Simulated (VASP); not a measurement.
# Y2Ni7 with PBEsol: from relaxation to properties

How well does PBEsol reproduce what experiment finds for Y2Ni7? The cell is relaxed first, and properties follow on it. The steps: first try, full relaxation (PBEsol), second relaxation, single point with fields (PBEsol), band structure (PBEsol) and density of states (PBEsol). Left out of this account: 3 further runs (self-consistent run: a volume scan without its fit). The start is a computed cell from the Materials Project.

Calculated with VASP 6.6.1; PBEsol, spin-polarised from a ferromagnetic start; plane waves and PAW (Y_sv, Ni).

### Step 1. The structure

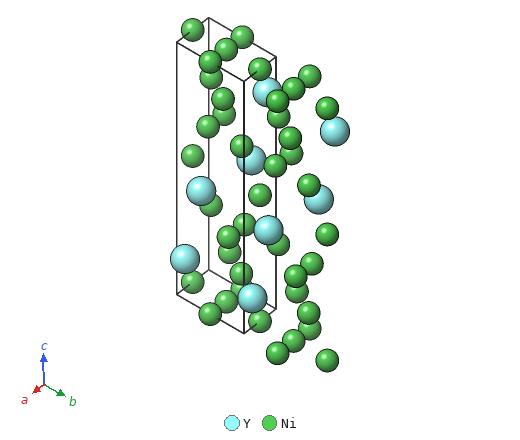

The starting structure, seen slightly off an axis (yttrium teal, nickel green). 1×2×1 cells are drawn. Some periodic images of atoms are drawn too.

### Step 2. First try

This run is made with a changed input; what comes of it follows.

INCAR

```
SYSTEM = Y2Ni7
PREC = Low
ENCUT = 180
EDIFF = 1E-06
NELM = 65
ISMEAR = 1
SIGMA = 0.2
LREAL = .FALSE.
ALGO = Normal
GGA = PS
NBANDS = 132
ISPIN = 2
MAGMOM = 0 0 0 0 1 1 1 1 1 1 1 1 1 1 1 1 1 1
LASPH = .TRUE.
LMAXMIX = 4
LORBIT = 11
LWAVE = .FALSE.
LCHARG = .FALSE.
KPAR = 8
IBRION = 2
NSW = 30
ISIF = 3
EDIFFG = -0.01
```

POSCAR

```
Y2Ni7
1.0
   -2.4689420160      4.2763330126      0.0000000000
    2.4689420160      4.2763330126      0.0000000000
   -2.4689420160     -1.4254443375    -12.0356145209
Y Ni
4 14
Direct
    0.0504360000      0.8991280000      0.8486920000
    0.8528380000      0.2943240000      0.4414860000
    0.9495640000      0.1008720000      0.1513080000
    0.1471620000      0.7056760000      0.5585140000
    0.2781810000      0.4436380000      0.1654570000
    0.6117350000      0.7765300000      0.1647950000
    0.1088660000      0.2811220000      0.6711100000
    0.3882650000      0.2234700000      0.8352050000
    0.5000000000      0.5000000000      0.0000000000
    0.3899880000      0.2200240000      0.3288900000
    0.5000000000      0.0000000000      0.5000000000
    0.6100120000      0.7799760000      0.6711100000
    0.7218190000      0.5563620000      0.8345430000
    0.8911340000      0.7188780000      0.3288900000
    0.6100120000      0.2811220000      0.6711100000
    0.0000000000      0.5000000000      0.0000000000
    0.5000000000      0.0000000000      0.0000000000
    0.3899880000      0.7188780000      0.3288900000
```

KPOINTS

```
Automatic mesh
0
Gamma
6 6 6
0 0 0
```

Potentials, in the order of the species: Y_sv and Ni (PBE family, release 64).

Started as:

```sh
$ mpirun -np 8 vasp_std
```

What it wrote:

```text
[banner, memory and clock lines left out]
running    8 mpi-ranks, on    1 nodes
[...]
|                                                                             |
|           W    W    AA    RRRRR   N    N  II  N    N   GGGG   !!!           |
|           W    W   A  A   R    R  NN   N  II  NN   N  G    G  !!!           |
|           W    W  A    A  R    R  N N  N  II  N N  N  G       !!!           |
|           W WW W  AAAAAA  RRRRR   N  N N  II  N  N N  G  GGG   !            |
|           WW  WW  A    A  R   R   N   NN  II  N   NN  G    G                |
|           W    W  A    A  R    R  N    N  II  N    N   GGGG   !!!           |
|                                                                             |
|     For optimal performance we recommend to set                             |
|       NCORE = 2 up to number-of-cores-per-socket                            |
|     NCORE specifies how many cores store one orbital (NPAR=cpu/NCORE).      |
|     This setting can greatly improve the performance of VASP for DFT.       |
|     The default, NCORE=1 might be grossly inefficient on modern             |
|     multi-core architectures or massively parallel machines. Do your        |
|     Unfortunately you need to use the default for GW and RPA                |
|     calculations (for HF NCORE is supported but not extensively tested      |
|     yet).                                                                   |
|                                                                             |

|                                                                             |
|               ----> ADVICE to this user running VASP <----                  |
|                                                                             |
|     You have a (more or less) 'large supercell' and for larger cells it     |
|     might be more efficient to use real-space projection operators.         |
|     Therefore, try LREAL= Auto in the INCAR file.                           |
|     Mind: For very accurate calculation, you might also keep the            |
|     reciprocal projection scheme (i.e. LREAL=.FALSE.).                      |
|                                                                             |

|                                                                             |
|               ----> ADVICE to this user running VASP <----                  |
|                                                                             |
|     You enforced a specific xc type in the INCAR file but a different       |
|     [... a line on the potential file left out ...]
|     I HOPE YOU KNOW WHAT YOU ARE DOING!                                     |
|                                                                             |

 LDA part: xc-table for (Slater+PW92), standard interpolation
 POSCAR, INCAR and KPOINTS ok, starting setup
[...]
entering main loop
       N       E                     dE             d eps       ncg     rms          rms(c)
DAV:   1     0.699315634898E+03    0.69932E+03   -0.40534E+04 16936   0.702E+02
DAV:   2    -0.731336797557E+02   -0.77245E+03   -0.70530E+03 17048   0.218E+02
DAV:   3    -0.135450172420E+03   -0.62316E+02   -0.58826E+02 20860   0.599E+01
DAV:   4    -0.139044048445E+03   -0.35939E+01   -0.35420E+01 24704   0.111E+01
[...]
DAV:  29    -0.103795812670E+03   -0.15578E-04   -0.16946E-05 17592   0.137E-02    0.592E-02
DAV:  30    -0.103795816027E+03   -0.33570E-05   -0.16331E-06 11144   0.456E-03    0.586E-02
DAV:  31    -0.103795816046E+03   -0.18124E-07   -0.45522E-06 11716   0.106E-02
   1 F= -.10379582E+03 E0= -.10377989E+03  d E =-.103796E+03  mag=    -0.6602
[...]
|                                                                             |
|     EEEEEEE  RRRRRR   RRRRRR   OOOOOOO  RRRRRR      ###     ###     ###     |
|     E        R     R  R     R  O     O  R     R     ###     ###     ###     |
|     E        R     R  R     R  O     O  R     R     ###     ###     ###     |
|     EEEEE    RRRRRR   RRRRRR   O     O  RRRRRR       #       #       #      |
|     E        R   R    R   R    O     O  R   R                               |
|     E        R    R   R    R   O     O  R    R      ###     ###     ###     |
|     EEEEEEE  R     R  R     R  OOOOOOO  R     R     ###     ###     ###     |
|                                                                             |
|     Orbital orthonormalization failed in the inversion of matrix            |
|     LAPACK: Routine ZPOTRF failed! kpoint: 1 spin: 1                        |
|                                                                             |
|     Possible solutions for this issue are:                                  |
|     - Please check whether the atoms are too close to each other.           |
|     - Decreasing POTIM might help during relaxations or MDs.                |
|     - Deleting CHGCAR or WAVECAR if incompatible with the structure.        |
|     - Try calculating without symmetrizing (ISYM = 0 or ISYM = -1).         |
|     - As last resort: using a different PAW for some of the atoms.          |
|                                                                             |
|       ---->  I REFUSE TO CONTINUE WITH THIS SICK JOB ... BYE!!! <----       |
|                                                                             |

1
1
1
1
1
1
1
1
```

The job ended after 3 min (8 MPI ranks of Intel Xeon Platinum 8259CL at 2.50GHz (Skylake/Cascade Lake), shared host).

Lines that name or quote the potential files are left out of all logs, and their timing lines are given in words.

The run ended with an error.

VASP's message: “Orbital orthonormalization failed in the inversion of matrix LAPACK: Routine ZPOTRF failed! kpoint: 1 spin: 1”. No number of this run is used.

The fault in the input: cell relaxed at a low cutoff (ENCUT = 180 and PREC = "Low"). Relax cells at about 1.3 times the default cutoff with PREC = Accurate.

### Step 3. Full relaxation (PBEsol)

The start need not lie at this functional's minimum. ISIF = 3 frees volume, shape and positions, and EDIFFG sets the threshold on forces and stress at which the search stops.

Edit INCAR of step 2 so:

```diff
@@ -1,6 +1,6 @@
 SYSTEM = Y2Ni7
-PREC = Low
-ENCUT = 180
+PREC = Accurate
+ENCUT = 400
 EDIFF = 1E-06
-NELM = 65
+NELM = 100
 ISMEAR = 1
@@ -20,3 +20,3 @@
 IBRION = 2
-NSW = 30
+NSW = 60
 ISIF = 3
```

POSCAR is that of step 2.

KPOINTS is that of step 2.

Started as:

```sh
$ mpirun -np 8 vasp_std
```

What it wrote:

```text
[banner, memory and clock lines left out]
running    8 mpi-ranks, on    1 nodes
 distrk:  each k-point on    1 cores,    8 groups
 distr:  one band on    1 cores,    1 groups

 POSCAR found type information on POSCAR Y Ni
 POSCAR found :  2 types and      18 ions
 [... a notice as in an earlier step ...]

 [... a notice as in an earlier step ...]

 [... a notice as in an earlier step ...]

 LDA part: xc-table for (Slater+PW92), standard interpolation
 POSCAR, INCAR and KPOINTS ok, starting setup
 FFT: planning ... GRIDC
 FFT: planning ... GRID_SOFT
 FFT: planning ... GRID
 WAVECAR not read
 entering main loop
       N       E                     dE             d eps       ncg     rms          rms(c)
DAV:   1     0.150481257717E+04    0.15048E+04   -0.63278E+04 16896   0.149E+03
DAV:   2     0.630862046550E+02   -0.14417E+04   -0.13572E+04 16896   0.391E+02
DAV:   3    -0.121308848932E+03   -0.18440E+03   -0.15973E+03 18000   0.151E+02
DAV:   4    -0.138832404855E+03   -0.17524E+02   -0.17000E+02 24936   0.404E+01
DAV:   5    -0.139847142910E+03   -0.10147E+01   -0.10063E+01 25984   0.754E+00    0.108E+02
DAV:   6    -0.173721625322E+03   -0.33874E+02   -0.24512E+02 20904   0.139E+02    0.743E+01
DAV:   7    -0.151261681331E+03    0.22460E+02   -0.30830E+02 21040   0.134E+02    0.836E+01
DAV:   8    -0.176603260179E+03   -0.25342E+02   -0.10564E+02 21064   0.135E+02    0.103E+02
DAV:   9    -0.126301178120E+03    0.50302E+02   -0.60231E+01 22676   0.684E+01    0.405E+01
DAV:  10    -0.134298424370E+03   -0.79972E+01   -0.64425E+01 22812   0.983E+01    0.526E+01
DAV:  11    -0.123081891998E+03    0.11217E+02   -0.72666E+01 20308   0.595E+01    0.283E+01
DAV:  12    -0.121615825382E+03    0.14661E+01   -0.23884E+01 20088   0.369E+01    0.205E+01
DAV:  13    -0.121576099895E+03    0.39725E-01   -0.31522E+00 19576   0.861E+00    0.197E+01
DAV:  14    -0.121422387720E+03    0.15371E+00   -0.33960E-01 24756   0.654E+00    0.184E+01
DAV:  15    -0.122572543481E+03   -0.11502E+01   -0.35104E+00 20256   0.246E+01    0.201E+01
DAV:  16    -0.120829484985E+03    0.17431E+01   -0.24658E+00 19828   0.196E+01    0.154E+01
DAV:  17    -0.120090590799E+03    0.73889E+00   -0.78675E-01 25028   0.976E+00    0.110E+01
DAV:  18    -0.120049680011E+03    0.40911E-01   -0.34754E-01 23320   0.359E+00    0.910E+00
DAV:  19    -0.119969986986E+03    0.79693E-01   -0.54812E-02 24356   0.325E+00    0.776E+00
DAV:  20    -0.119972876779E+03   -0.28898E-02   -0.15340E-01 27512   0.413E+00    0.518E+00
DAV:  21    -0.120029518506E+03   -0.56642E-01   -0.12813E-01 26856   0.274E+00    0.397E+00
DAV:  22    -0.120002971625E+03    0.26547E-01   -0.44444E-02 21392   0.172E+00    0.303E+00
DAV:  23    -0.119972982037E+03    0.29990E-01   -0.18794E-02 24432   0.126E+00    0.199E+00
DAV:  24    -0.119971107588E+03    0.18744E-02   -0.12423E-02 22400   0.819E-01    0.159E+00
DAV:  25    -0.119967227705E+03    0.38799E-02   -0.61418E-03 22912   0.854E-01    0.116E+00
DAV:  26    -0.119962697445E+03    0.45303E-02   -0.42868E-03 25208   0.552E-01    0.722E-01
DAV:  27    -0.119961603254E+03    0.10942E-02   -0.14758E-03 24408   0.266E-01    0.566E-01
DAV:  28    -0.119961142856E+03    0.46040E-03   -0.40839E-04 23484   0.172E-01    0.421E-01
DAV:  29    -0.119960559961E+03    0.58289E-03   -0.52087E-04 26440   0.196E-01    0.238E-01
DAV:  30    -0.119960387891E+03    0.17207E-03   -0.40188E-04 24680   0.136E-01    0.124E-01
DAV:  31    -0.119960338807E+03    0.49083E-04   -0.13132E-04 23264   0.822E-02    0.856E-02
DAV:  32    -0.119960326925E+03    0.11883E-04   -0.54497E-05 20256   0.427E-02    0.534E-02
DAV:  33    -0.119960318982E+03    0.79428E-05   -0.12192E-05 21456   0.343E-02    0.214E-02
DAV:  34    -0.119960319843E+03   -0.86115E-06   -0.88367E-06 17176   0.136E-02
   1 F= -.11996032E+03 E0= -.11996173E+03  d E =-.119960E+03  mag=    -2.4587
 curvature:   0.00 expect dE= 0.000E+00 dE for cont linesearch  0.000E+00
 trial: gam= 0.00000 g(F)=  0.149E-02 g(S)=  0.782E+00 ort = 0.000E+00 (trialstep = 0.100E+01)
 search vector abs. value=  0.783E+00
 bond charge predicted
       N       E                     dE             d eps       ncg     rms          rms(c)
DAV:   1    -0.146127261763E+03   -0.26167E+02   -0.23233E+02 19924   0.824E+01    0.691E+01
DAV:   2    -0.186959057051E+03   -0.40832E+02   -0.31804E+02 20088   0.145E+02    0.914E+01
DAV:   3    -0.121905814853E+03    0.65053E+02   -0.11930E+02 20456   0.792E+01    0.274E+01
DAV:   4    -0.122500819166E+03   -0.59500E+00   -0.19931E+01 21960   0.423E+01    0.196E+01
DAV:   5    -0.120909450277E+03    0.15914E+01   -0.11989E+01 22052   0.403E+01    0.112E+01
DAV:   6    -0.120345026607E+03    0.56442E+00   -0.37702E+00 28460   0.225E+01    0.906E+00
DAV:   7    -0.120007049158E+03    0.33798E+00   -0.18107E+00 22692   0.191E+01    0.689E+00
DAV:   8    -0.120006943467E+03    0.10569E-03   -0.56528E-01 22472   0.711E+00    0.599E+00
DAV:   9    -0.120039155614E+03   -0.32212E-01   -0.30322E-01 21088   0.675E+00    0.563E+00
DAV:  10    -0.120024994585E+03    0.14161E-01   -0.11924E-01 25884   0.369E+00    0.230E+00
DAV:  11    -0.120019261721E+03    0.57329E-02   -0.85160E-02 29408   0.165E+00    0.279E+00
DAV:  12    -0.120015750699E+03    0.35110E-02   -0.22771E-02 22176   0.163E+00    0.244E+00
DAV:  13    -0.120014132332E+03    0.16184E-02   -0.10460E-02 21132   0.123E+00    0.196E+00
DAV:  14    -0.120010114160E+03    0.40182E-02   -0.58375E-03 26436   0.974E-01    0.954E-01
DAV:  15    -0.120011131755E+03   -0.10176E-02   -0.68462E-03 27656   0.531E-01    0.515E-01
DAV:  16    -0.120011256659E+03   -0.12490E-03   -0.23715E-03 22932   0.284E-01    0.480E-01
DAV:  17    -0.120011558148E+03   -0.30149E-03   -0.63949E-04 23040   0.181E-01    0.379E-01
DAV:  18    -0.120011638063E+03   -0.79915E-04   -0.94417E-04 23260   0.327E-01    0.139E-01
DAV:  19    -0.120011832174E+03   -0.19411E-03   -0.35014E-04 20576   0.911E-02    0.122E-01
DAV:  20    -0.120011936497E+03   -0.10432E-03   -0.79366E-05 22756   0.854E-02    0.444E-02
DAV:  21    -0.120011986901E+03   -0.50404E-04   -0.59090E-05 26492   0.823E-02    0.103E-01
DAV:  22    -0.120011977598E+03    0.93025E-05   -0.32757E-05 22104   0.612E-02    0.465E-02
DAV:  23    -0.120011976384E+03    0.12148E-05   -0.80421E-06 22184   0.260E-02    0.124E-02
DAV:  24    -0.120011977713E+03   -0.13291E-05   -0.51224E-06 15556   0.989E-03    0.198E-02
DAV:  25    -0.120011977602E+03    0.11030E-06   -0.97007E-07  9156   0.904E-03
   2 F= -.12001198E+03 E0= -.12000969E+03  d E =-.516578E-01  mag=    -1.9398
[...]
3 F= -.12016671E+03 E0= -.12014907E+03  d E =-.206394E+00  mag=    -0.0010
[...]
4 F= -.12016676E+03 E0= -.12014912E+03  d E =-.206442E+00  mag=    -0.0056
[...]
5 F= -.12016713E+03 E0= -.12014951E+03  d E =-.368149E-03  mag=    -0.0220
[...]
6 F= -.12016717E+03 E0= -.12014955E+03  d E =-.403396E-03  mag=    -0.0005
 curvature:  -0.77 expect dE=-0.529E-04 dE for cont linesearch -0.136E-05
 ZBRENT: interpolating
 opt :   1.4440  next Energy=  -120.167166 (dE=-0.405E-03)
 bond charge predicted
       N       E                     dE             d eps       ncg     rms          rms(c)
DAV:   1    -0.120167172718E+03   -0.80494E-05   -0.37841E-04 17284   0.582E-02    0.239E-02
DAV:   2    -0.120167178799E+03   -0.60810E-05   -0.43677E-05 21432   0.736E-02    0.433E-02
DAV:   3    -0.120167173639E+03    0.51594E-05   -0.60433E-05 19124   0.974E-02    0.344E-02
DAV:   4    -0.120167172774E+03    0.86522E-06   -0.44673E-05 18984   0.689E-02    0.325E-02
DAV:   5    -0.120167167740E+03    0.50336E-05   -0.18456E-05 18260   0.564E-02    0.165E-02
DAV:   6    -0.120167166596E+03    0.11439E-05   -0.49773E-06 13676   0.305E-02    0.102E-02
DAV:   7    -0.120167165992E+03    0.60445E-06   -0.24425E-06  8888   0.212E-02
   7 F= -.12016717E+03 E0= -.12014954E+03  d E =-.404324E-03  mag=    -0.0004
 curvature:  -0.68 expect dE=-0.379E-04 dE for cont linesearch -0.311E-06
 trial: gam= 0.04456 g(F)=  0.390E-04 g(S)=  0.170E-04 ort =-0.165E-04 (trialstep = 0.102E+01)
 search vector abs. value=  0.557E-04
 reached required accuracy - stopping structural energy minimisation
```

It took 43 min on 8 MPI ranks; peak memory 8.6 GiB.

(Continued in part 2 of 6.)

[Lines on the potential files, build, host, timing and source positions are cut from VASP's logs without a mark.]

[Logs are printed without paths, hosts, clocks, repeated set-up lines and the standing remarks that a program may print on its own settings, such as how far it seeks lower states.]

[Hosts, paths, dates, database ids (printed as entryN), source tags and the programs' standing remarks are cut or masked in the printed files.]

[A measured line is paired with the nearest computed mode of its activity, which favours agreement.]

[In band tables of VASP the shares of atoms and orbitals are scaled to a sum of 1 inside the atoms' spheres.]
